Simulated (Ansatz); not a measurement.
## SiCl$_{2}$F$_{2}$: one change and its effect

System: SiCl$_{2}$F$_{2}$.
Method of run A: RKS PBE-D4/def2-TZVP (Ansatz 0.2.0).

The geometry comes from this level: PBE0-D4/def2-SVP. Text and figures count atoms from 1; the logs count them from 0 in places.

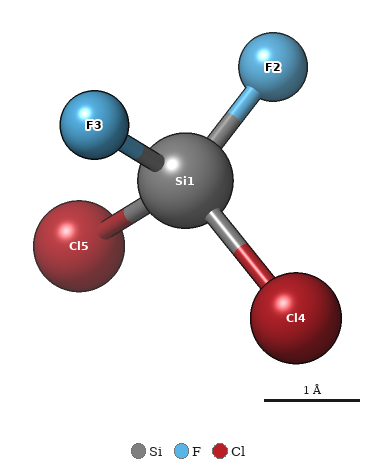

Fig. 1: The structure as given in the input (ball-and-stick view, seen at a tilt; atoms are numbered from 1 in the order of the input). Bond lengths as drawn: Cl–Si 2.02 Å and F–Si 1.60 Å.

The input, run A:
```yaml
crystal:
  periodic: [false, false, false]
  atoms:
    - {symbol: Si, position_ang: [0.062104, -0.000259, 0.043267]}
    - {symbol: F, position_ang: [0.099275, -0.015235, 1.639720]}
    - {symbol: F, position_ang: [1.572677, 0.006943, -0.474797]}
    - {symbol: Cl, position_ang: [-0.869766, 1.674612, -0.588488]}
    - {symbol: Cl, position_ang: [-0.864290, -1.666061, -0.619713]}
basis:
  gaussian: {orbitals: def2-TZVP, initial_orbitals: start.molden}
hamiltonian: {xc: pbe, dispersion: d4}
scf: {omitted_lower_state_checks: [starts]}
output: {orbitals: {seedname: orbitals}}
```

Command:
```bash
ansatz run in.yaml --threads 4 --pin off --events-out ev --progress --plain --max-ram 3916MiB
```

Hardware: 4 threads of Arm Neoverse V2, 23 GiB of memory available, shared host.

Output (run A):
```
Functional definition: PBE
  parameter kappa = 0.804
  parameter beta = 0.06672455060314922
  exchange = pbe_x(kappa = kappa, mu = beta*pi^2/3)
  correlation = pbe_c(beta = beta)
these checks for a lower state are left out or cut short: starts
1076 factors; their error is unknown
mean field evaluation 1: about -38347.2924 eV, gradient 1.5e1 eV
mean field evaluation 2: about -38347.4218 eV, gradient 1.7e-1 eV
mean field evaluation 4: about -38347.4152 eV, gradient 1.4e-4 eV
mean field -38347.41520500 eV, -1409.2415159720 hartree, gradient 1.1e-5 eV, S^2 0.000000; 0 other end points of the search recorded, 0 dependent functions left out
reference -38347.41523769 eV, -1409.2415171735 hartree; 33, 33 occupied and 140, 140 virtual orbitals, 1076 factors
Total energy: -38347.58170158 eV, -1409.2476346085 hartree
Checks for a lower state left out: starts
```

The input of run B differs as follows (lines with − go, lines with + come):
```diff
+magnetization: {spin_polarized: true, initial_magnetization: 2}
```

Predict how the results change.

With the same method and basis, run B lies 167.1 kcal/mol higher. The HOMO goes from −8.49 to −1.48 eV. The LUMO goes from −1.21 to −8.68 eV.

Output (run B):
```
Functional definition: PBE
  parameter kappa = 0.804
  parameter beta = 0.06672455060314922
  exchange = pbe_x(kappa = kappa, mu = beta*pi^2/3)
  correlation = pbe_c(beta = beta)
these checks for a lower state are left out or cut short: starts
1076 factors; their error is unknown
mean field evaluation 1: about -38340.0149 eV, gradient 1.0e1 eV
mean field evaluation 2: about -38340.1670 eV, gradient 3.1e-1 eV
mean field evaluation 4: about -38340.1672 eV, gradient 1.1e-1 eV
mean field evaluation 8: about -38340.1673 eV, gradient 1.9e-5 eV
mean field -38340.16730130 eV, -1408.9751604241 hartree, gradient 1.0e-5 eV, S^2 2.002843; 0 other end points of the search recorded, 0 dependent functions left out
reference -38340.16733439 eV, -1408.9751616401 hartree; 34, 32 occupied and 139, 141 virtual orbitals, 1076 factors
Total energy: -38340.33379828 eV, -1408.9812790751 hartree
Checks for a lower state left out: starts
```

The two runs side by side:

| quantity | run A | run B |
| --- | --- | --- |
| outcome | converged | converged |
| total energy (hartree) | −1409.247635 | −1408.981279 |
| HOMO (eV) | −8.49 | −1.48 |
| LUMO (eV) | −1.21 | −8.68 |
| basis functions | 173 | 173 |
| ⟨S²⟩ | – | 2.003 |
| wall time (shared host) | 1.1 s | 2.8 s |
